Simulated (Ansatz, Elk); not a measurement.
**How far do independent atoms describe Mg5ZrAlZn?**

Structure refinements treat a crystal as free atoms side by side. For a made-up structure of Mg5ZrAlZn (cell and positions from a PBE relaxation) the runs below show what the calculated density changes in F(hkl).

Method: DFT, PBE, all-electron APW+lo, Dirac cores, scalar-relativistic bands, static density, no spin, in Elk 11.2.3 (patched build).

The structure was built from a prototype and need not be the compound's stable phase.

## 1. The structure

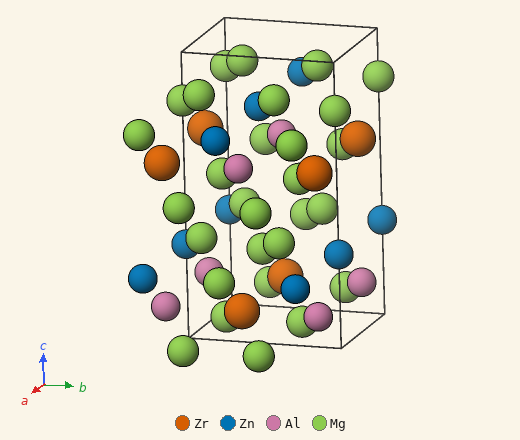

The starting structure, seen slightly off an axis (zirconium orange, zinc blue, aluminium pink, magnesium green). 2×1×1 cells are drawn. This picture shows the conventional cell, with its axes. Some periodic images of atoms are drawn too.

## 2. Ground state and structure factors

An all-electron density is needed, since X-rays see the cores too. Task 0 finds the density and task 195 Fourier-transforms it; tshift is off so that phases refer to the origin typed.

elk.in

```
tasks
  0
  195

xctype
  20

spinpol
  .false.

rgkmax
  7.0

gmaxvr
  14.0

lmaxo
  7

lmaxapw
  8

swidth
  0.002

tshift
  .false.

ramdisk
  .false.

hmaxvr
  5.5

maxscl
  120

epspot
  1e-06

sppath
  './'

avec
  9.39056619415 -0.00000000000 -0.00000000000
  -0.00000000000 5.71921625646 10.51402598829
  0.00000000000 -5.71921625646 10.51402598829

atoms
  4
  'Zr.in'
  1
  0.5000000000 0.6731402564 0.6731402564   0.000000 0.000000 0.000000
  'Zn.in'
  1
  -0.0000000000 0.3287840454 0.3287840454   0.000000 0.000000 0.000000
  'Al.in'
  1
  0.5000000000 0.1710547609 0.1710547609   0.000000 0.000000 0.000000
  'Mg.in'
  5
  -0.0000000000 0.8309368339 0.8309368339   0.000000 0.000000 0.000000
  -0.0000000000 0.3363443733 0.8328261068   0.000000 0.000000 0.000000
  0.0000000000 0.8328261068 0.3363443733   0.000000 0.000000 0.000000
  0.5000000000 0.1737426894 0.6653709339   0.000000 0.000000 0.000000
  0.5000000000 0.6653709339 0.1737426894   0.000000 0.000000 0.000000

ngridk
  5 4 4
```

The run is started by

```sh
$ OMP_NUM_THREADS=4 elk
```

Numbers of over 12 decimals in the logs are rounded to 6 here.

What it wrote:

```text
┌─────────────────────────┐
│ Elk code version 11.2.3 │
└─────────────────────────┘

All units are atomic (Hartree, Bohr, etc.)

┌─────────────────────────────────────────────────┐
│ Ground-state run starting from atomic densities │
└─────────────────────────────────────────────────┘

Lattice vectors :
   9.390566194      -0.000000000      -0.000000000
  -0.000000000       5.719216256       10.51402599
   0.000000000      -5.719216256       10.51402599

Reciprocal lattice vectors :
  0.6690954706       0.000000000       0.000000000
   0.000000000      0.5493047496      0.2988001606
   0.000000000     -0.5493047496      0.2988001606

Unit cell volume      :    1129.346834
Brillouin zone volume :   0.2196404204

Muffin-tin inner radius fraction :   0.1000000000E-01

Nuclei treated as point charges

Species : 1 (Zr)
 parameters loaded from : Zr.in
 name : zirconium
 nuclear charge    :   -40.00000000
 electronic charge :    40.00000000
 atomic mass :    166291.1793
 muffin-tin radius :    2.600000000
 number of radial points in muffin-tin :   1193
 inner part over the whole radius :   0.9967875514E-02
 number on inner part of muffin-tin    :    848
 approximate nuclear radius :   0.8202877663E-04
 number of mesh points to nuclear radius :    417
 atomic positions (lattice), magnetic fields (Cartesian) :
  1 :   0.50000000  0.67314026  0.67314026    0.00000000  0.00000000  0.00000000

Species : 2 (Zn)
 parameters loaded from : Zn.in
 name : zinc
 nuclear charge    :   -30.00000000
 electronic charge :    30.00000000
 atomic mass :    119233.3130
 muffin-tin radius :    2.400000000
 number of radial points in muffin-tin :    993
 inner part over the whole radius :   0.9843840322E-02
 number on inner part of muffin-tin    :    701
 approximate nuclear radius :   0.7484757725E-04
 number of mesh points to nuclear radius :    337
 atomic positions (lattice), magnetic fields (Cartesian) :
  1 :   0.00000000  0.32878405  0.32878405    0.00000000  0.00000000  0.00000000

Species : 3 (Al)
 parameters loaded from : Al.in
 name : aluminium
 nuclear charge    :   -13.00000000
 electronic charge :    13.00000000
 atomic mass :    49184.33496
 muffin-tin radius :    2.200000000
 number of radial points in muffin-tin :    793
 inner part over the whole radius :   0.9821194981E-02
 number on inner part of muffin-tin    :    552
 approximate nuclear radius :   0.5839653600E-04
 number of mesh points to nuclear radius :    244
 atomic positions (lattice), magnetic fields (Cartesian) :
  1 :   0.50000000  0.17105476  0.17105476    0.00000000  0.00000000  0.00000000

Species : 4 (Mg)
 parameters loaded from : Mg.in
 name : magnesium
 nuclear charge    :   -12.00000000
 electronic charge :    12.00000000
 atomic mass :    44305.30466
 muffin-tin radius :    2.200000000
 number of radial points in muffin-tin :    793
 inner part over the whole radius :   0.9941530515E-02
 number on inner part of muffin-tin    :    552
 approximate nuclear radius :   0.5710277704E-04
 number of mesh points to nuclear radius :    241
 atomic positions (lattice), magnetic fields (Cartesian) :
  1 :   0.00000000  0.83093683  0.83093683    0.00000000  0.00000000  0.00000000
  2 :   0.00000000  0.33634437  0.83282611    0.00000000  0.00000000  0.00000000
  3 :   0.00000000  0.83282611  0.33634437    0.00000000  0.00000000  0.00000000
  4 :   0.50000000  0.17374269  0.66537093    0.00000000  0.00000000  0.00000000
  5 :   0.50000000  0.66537093  0.17374269    0.00000000  0.00000000  0.00000000

Total number of atoms per unit cell :    8
Total muffin-tin volume :    399.1414410
 ratio of muffin-tin to unit cell volume :   0.3534268030

Spin treatment :
 spin-unpolarised

Number of Bravais lattice symmetries :    8
Number of crystal symmetries         :    4
Crystal has no inversion symmetry
Complex Hermitian eigensolver will be used

k-point grid :      5     4     4
k-point offset :    0.000000000       0.000000000       0.000000000
[...]
total energy                :     -6640.3573073926

Density of states at Fermi energy :    74.75417826
 (states/Hartree/unit cell)

Estimated indirect band gap :   0.2752314112E-02
 from k-point 18 to k-point 7
Estimated direct band gap   :   0.7866368626E-02
 at k-point 30

Charges :
 core                        :    54.00000000
 valence                     :    89.00000000
 interstitial                :    12.46554540
 muffin-tins (core leakage)
  species : 1 (Zr)
[...]
species : 2 (Zn)
[...]
species : 3 (Al)
[...]
species : 4 (Mg)
[...]
total in muffin-tins        :    130.5344546
 total calculated charge     :    142.9993981
 total charge                :    143.0000000
 error                       :   0.6019371785E-03

RMS change in Kohn-Sham potential (target) :   0.6411334154     (  0.1000000000E-05)
Absolute change in total energy (target)   :   0.2013859988     (  0.1000000000E-03)

[... loops 3 to 15 left out ...]

┌──────────────────┐
│ Loop number : 16 │
└──────────────────┘

Energies :
 Fermi                       :     0.172959
 sum of occupied eigenvalues :     -3824.0375676967
 electron kinetic            :      6794.1269706004
 core electron kinetic       :      6122.2050128519
 Coulomb                     :     -13147.063679384
 Coulomb potential           :     -10245.891766787
 nuclear-nuclear             :     -816.40133980951
 electron-nuclear            :     -14431.906046207
 Hartree                     :      2101.2437066331
 Madelung                    :     -8024.1177959904
 xc potential                :     -372.27277151063
 exchange                    :     -280.61071971599
 correlation                 :     -6.262656
 electron entropic           :    -0.16728079688979E-02
 total energy                :     -6639.8117575417

Density of states at Fermi energy :    128.7551065
 (states/Hartree/unit cell)

Estimated indirect band gap :   0.2550118019E-03
 from k-point 18 to k-point 4
Estimated direct band gap   :   0.8232520049E-02
 at k-point 28

Charges :
 core                        :    54.00000000
 valence                     :    89.00000000
 interstitial                :    12.62519022
 muffin-tins (core leakage)
  species : 1 (Zr)
[...]
species : 2 (Zn)
[...]
species : 3 (Al)
[...]
species : 4 (Mg)
[...]
total in muffin-tins        :    130.3748098
 total calculated charge     :    142.9994231
 total charge                :    143.0000000
 error                       :   0.5768580803E-03

RMS change in Kohn-Sham potential (target) :   0.4879777179E-06 (  0.1000000000E-05)
Absolute change in total energy (target)   :   0.6773872155E-04 (  0.1000000000E-03)

Convergence targets achieved

┌──────────────────┐
│ Loop number : 17 │
└──────────────────┘

Energies :
 Fermi                       :     0.172959
 sum of occupied eigenvalues :     -3824.0375692961
 electron kinetic            :      6794.1269795828
 core electron kinetic       :      6122.2050159847
 Coulomb                     :     -13147.063685314
 Coulomb potential           :     -10245.891758174
 nuclear-nuclear             :     -816.40133980951
 electron-nuclear            :     -14431.906067167
 Hartree                     :      2101.2437216630
 Madelung                    :     -8024.1178062270
 xc potential                :     -372.27279070527
 exchange                    :     -280.61072023956
 correlation                 :     -6.262656
 electron entropic           :    -0.16728073786712E-02
 total energy                :     -6639.8117550081

Density of states at Fermi energy :    128.7550641
 (states/Hartree/unit cell)

Estimated indirect band gap :   0.2550232273E-03
 from k-point 18 to k-point 4
Estimated direct band gap   :   0.8232513629E-02
 at k-point 28

Charges :
 core                        :    54.00000000
 valence                     :    89.00000000
 interstitial                :    12.62518956
 muffin-tins (core leakage)
  species : 1 (Zr)
[...]
species : 2 (Zn)
[...]
species : 3 (Al)
[...]
species : 4 (Mg)
[...]
atom 3                    :    10.51189984     ( -0.9828258696E-07)
   atom 4                    :    10.50228062     ( -0.9828258518E-07)
   atom 5                    :    10.50228062     ( -0.9828258518E-07)
 total in muffin-tins        :    130.3748104
 total calculated charge     :    142.9994231
 total charge                :    143.0000000
 error                       :   0.5768580484E-03

┌──────────────────────────────┐
│ Self-consistent loop stopped │
└──────────────────────────────┘

Warning : core states of species 3 leak from the muffin-tin :   0.4625624686E-03

Wrote STATE.OUT
```

Run time: 1.8 min. Hardware: 4 threads of Arm Neoverse V2, shared host; peak memory 0.32 GiB.

SFACRHO.OUT:

```text

h k l indices transformed by vhmat matrix:
   1.000000000       0.000000000       0.000000000    
   0.000000000       1.000000000       0.000000000    
   0.000000000       0.000000000       1.000000000    

      h      k      l  multipl.   |H|            Re(F)            Im(F)           |F|

      0      0      0      1   0.0000000       143.00000     -0.10311322E-16   143.00000    
      0     -1     -1      1  0.59760032      -26.827942      -8.0968207       28.023151    
      0      1      1      1  0.59760032      -26.827942       8.0968207       28.023151    
      0      0     -1      2  0.62531372      -20.580733       7.0266403       21.747189    
      0      1      0      2  0.62531372      -20.580733      -7.0266403       21.747189    
     -1      0      0      2  0.66909547      -9.5891916     -0.77187040E-14   9.5891916    
      1     -1     -1      2  0.89711476       4.7420758       34.157720       34.485318    
     -1      1      1      2  0.89711476       4.7420758      -34.157720       34.485318    
      1      0      1      4  0.91580893       3.3826813       35.846866       36.006115    
      1      0     -1      4  0.91580893       3.3826813      -35.846866       36.006115    
      0     -2     -1      2   1.0513180       39.360496      -1.7262043       39.398330    
      0      1      2      2   1.0513180       39.360496       1.7262043       39.398330    
      0     -1      1      2   1.0986095       40.483048      0.47753171E-14   40.483048    
      0     -2     -2      1   1.1952006      -46.448303       8.7119166       47.258251    
      0      2      2      1   1.1952006      -46.448303      -8.7119166       47.258251    
      1      2      1      4   1.2461775      -6.4672449      -5.4513506       8.4582788    
     -1     -1     -2      4   1.2461775      -6.4672449       5.4513506       8.4582788    
      0      2      0      2   1.2506274      -59.244578       5.2579256       59.477439
```

Elk indexes on the primitive cell of elk.in and gives |H| = 4π sin θ/λ in inverse bohr. Below, one row stands for each form hkl of the conventional cell (m members, Friedel mates merged), F is for one primitive cell and the density is static (no thermal factor). Free-atom factors are Waasmaier and Kirfel's, and R is Σm||F|−|F'||/Σm|F|.

```csv
hkl,m,sin θ/λ (Å⁻¹),"abs F, DFT",neutral atoms,diff.,abs of complex diff.
002,2,0.090,28.023,27.779,+0.244,0.333
011,4,0.094,21.747,21.621,+0.126,0.209
100,2,0.101,9.589,9.171,+0.418,0.418
102,4,0.135,34.485,34.367,+0.118,0.140
111,8,0.138,36.006,36.046,-0.040,0.048
013,4,0.158,39.398,39.605,-0.207,0.207
020,2,0.165,40.483,40.576,-0.093,0.093
004,2,0.180,47.258,47.416,-0.158,0.166
113,8,0.187,8.458,8.593,-0.135,0.145
022,4,0.188,59.477,59.853,-0.376,0.381
120,4,0.193,7.507,7.604,-0.097,0.097
200,2,0.201,107.590,108.285,-0.695,0.695
104,4,0.206,96.824,97.506,-0.681,0.683
122,8,0.213,88.898,89.585,-0.686,0.690
```

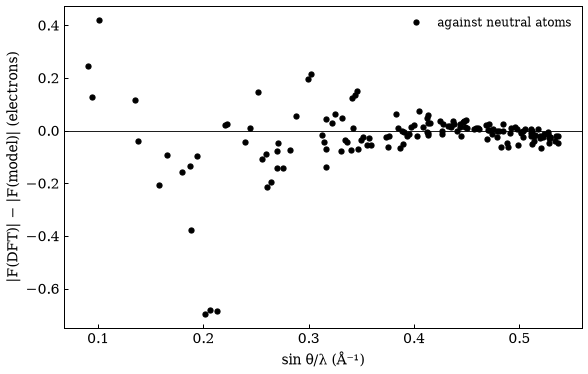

Difference between the calculated structure factors and the independent-atom ones.

## 3. The highest occupied states alone

An energy window below the Fermi level keeps the highest occupied states, to see at which angles they scatter; shallow core shells can lie inside it and anion s states outside. No new self-consistency is needed.

elk.in, as its differences from that of step 2:

```diff
@@ -1,3 +1,2 @@
 tasks
-  0
   195
@@ -40,2 +39,5 @@
 
+wsfac
+  -0.194530 0.472960
+
 sppath
```

The run is started by

```sh
$ OMP_NUM_THREADS=4 elk
```

What it wrote:

```text
┌─────────────────────────────────┐
│ Elk code version 11.2.3 started │
└─────────────────────────────────┘

Info(readinput): the functional depends on the density's gradient
 muffin-tin radial points multiplied by    2.00000
 (not where nrmtscf is given)

┌────────────────────┐
│ Current task : 195 │
└────────────────────┘

Info(sfacrho): density structure factors written to SFACRHO.OUT

 Energy window :  -0.1945300000      0.4729600000

┌──────────────────┐
│ Elk code stopped │
└──────────────────┘
```

Wall time 26 s (4 threads); peak memory 0.22 GiB.

States within 10 eV below the Fermi level hold 29.00 electrons; any levels below the window count with the cores. Their amplitudes can exceed the total, where window and core parts have opposite phase:

```csv
hkl,sin θ/λ (Å⁻¹),"abs F, window","abs F, all"
002,0.090,9.058,28.023
011,0.094,9.234,21.747
100,0.101,7.369,9.589
102,0.135,9.470,34.485
111,0.138,8.968,36.006
013,0.158,8.455,39.398
020,0.165,9.055,40.483
004,0.180,7.754,47.258
113,0.187,7.855,8.458
022,0.188,7.688,59.477
```

## 4. Another functional

The difference from free atoms is small, so it is set against the change that LDA (Perdew-Wang) makes.

elk.in, as its differences from that of step 3:

```diff
@@ -1,2 +1,3 @@
 tasks
+  0
   195
@@ -4,3 +5,3 @@
 xctype
-  20
+  3
 
@@ -39,5 +40,2 @@
 
-wsfac
-  -0.194530 0.472960
-
 sppath
```

The run is started by

```sh
$ OMP_NUM_THREADS=4 elk
```

What it wrote:

```text
┌─────────────────────────┐
│ Elk code version 11.2.3 │
└─────────────────────────┘

All units are atomic (Hartree, Bohr, etc.)

┌─────────────────────────────────────────────────┐
│ Ground-state run starting from atomic densities │
└─────────────────────────────────────────────────┘

Lattice vectors :
   9.390566194      -0.000000000      -0.000000000
  -0.000000000       5.719216256       10.51402599
   0.000000000      -5.719216256       10.51402599

Reciprocal lattice vectors :
  0.6690954706       0.000000000       0.000000000
[...]
species : 2 (Zn)
[...]
species : 3 (Al)
[...]
species : 4 (Mg)
[...]
atom 4                    :    10.51492995     ( -0.1573064653E-05)
   atom 5                    :    10.51492995     ( -0.1573064653E-05)
 total in muffin-tins        :    130.5061435
 total calculated charge     :    142.9994097
 total charge                :    143.0000000
 error                       :   0.5903472760E-03

┌──────────────────────────────┐
│ Self-consistent loop stopped │
└──────────────────────────────┘

Warning : core states of species 3 leak from the muffin-tin :   0.4897636949E-03

Wrote STATE.OUT
[key lines of the parts left out:]
total energy                :     -6628.2559425274
```

It took 74 s on 4 threads; peak memory 0.25 GiB.

Against the first run R = 0.08 %; the largest change is -0.117 at 040.

## 5. A coarser k-mesh

About half the k-points along each axis test the sampling.

elk.in, as its differences from that of step 4:

```diff
@@ -5,3 +5,3 @@
 xctype
-  3
+  20
 
@@ -68,2 +68,2 @@
 ngridk
-  5 4 4
+  2 2 2
```

The run is started by

```sh
$ OMP_NUM_THREADS=4 elk
```

What it wrote:

```text
┌─────────────────────────┐
│ Elk code version 11.2.3 │
└─────────────────────────┘

All units are atomic (Hartree, Bohr, etc.)

┌─────────────────────────────────────────────────┐
│ Ground-state run starting from atomic densities │
└─────────────────────────────────────────────────┘

Lattice vectors :
   9.390566194      -0.000000000      -0.000000000
  -0.000000000       5.719216256       10.51402599
   0.000000000      -5.719216256       10.51402599

Reciprocal lattice vectors :
  0.6690954706       0.000000000       0.000000000
[...]
species : 2 (Zn)
[...]
species : 3 (Al)
[...]
species : 4 (Mg)
[...]
atom 4                    :    10.50076667     ( -0.9828258563E-07)
   atom 5                    :    10.50076667     ( -0.9828258563E-07)
 total in muffin-tins        :    130.3845158
 total calculated charge     :    142.9994003
 total charge                :    143.0000000
 error                       :   0.5997331731E-03

┌──────────────────────────────┐
│ Self-consistent loop stopped │
└──────────────────────────────┘

Warning : core states of species 3 leak from the muffin-tin :   0.4639299287E-03

Wrote STATE.OUT
[key lines of the parts left out:]
total energy                :     -6639.8132194557
```

It took 49 s on 4 threads; peak memory 0.31 GiB; 1.7 min of CPU time.

Against the first run R = 0.03 %; the largest change is -0.090 at 013.

## 6. Settings against the effect

```csv
run,R against the first run (%),"R against neutral atoms, low angle (%)",wall time
"PBE, rgkmax 7",0.00,0.51,1.8 min
LDA (Perdew-Wang),0.08,0.52,74 s
k-mesh 2×2×2,0.03,0.52,49 s
```

## 7. Outcome

```yaml
r_against_neutral_atoms_sin_theta_lambda_0p3_a_minus1: 0.51 %
r_against_neutral_atoms_0p3_to_0p54_a_minus1: 0.11 %
```

Independent neutral atoms miss the calculated amplitudes by R = 0.51 % below 0.3 Å⁻¹ and 0.11 % from there to 0.54 Å⁻¹; by shells, 0.45 % below 0.15 Å⁻¹ (5 forms), 0.52 % 0.15 to 0.3 (25 forms), 0.14 % 0.3 to 0.45 (63 forms), 0.08 % above 0.45 (56 forms). Bonding, aspherical density and the tables' own atoms all enter these figures, and the runs don't part them. The largest change of an amplitude is -0.69 electrons, at 200. R counts amplitudes alone; phases shift too. The window's part falls from 29.0 electrons at the origin to at most 3.07 between 0.45 and 0.54 Å⁻¹, where compact states inside the window still scatter. Below 0.3 Å⁻¹ the changes that finished (LDA (Perdew-Wang) and k-mesh 2×2×2) move F by R = 0.06 % at most, against the 0.51 % that separates it from free atoms. The basis has no finished test. Part of the difference isn't bonding: the tables are fits to free atoms and ions calculated by other methods than this functional. Thermal motion, anomalous dispersion and extinction are left out.

[Logs are printed without paths, hosts, clocks, repeated set-up lines and the standing remarks that a program may print on its own settings, such as how far it seeks lower states.]

[Hosts, paths, dates, database ids (printed as entryN), source tags and the programs' standing remarks are cut or masked in the printed files.]
